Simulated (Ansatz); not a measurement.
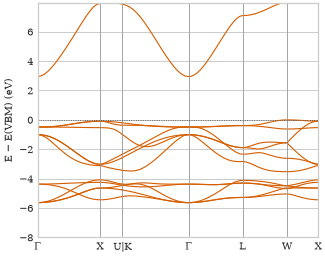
Figure: Band structure from PBEsol (plane waves, PAW; program Ansatz)

### Question
Read off the gap and where the band edges lie.

### Answer
About 2.9 eV (2.94 eV by a search for the band edges); maximum at W, minimum at Γ.

### Question
Which of these materials gives this?
A) YN, zinc blende
B) CaSe, rock salt
C) CdF2, fluorite
D) MgS, zinc blende

### Answer
C, CdF2, fluorite

Space group Fm-3m (fluorite). Symmetry was held in the PBEsol relaxation. Spin–orbit coupling is left out wherever it is not named.

Potentials: the later of the program's two PAW sets.
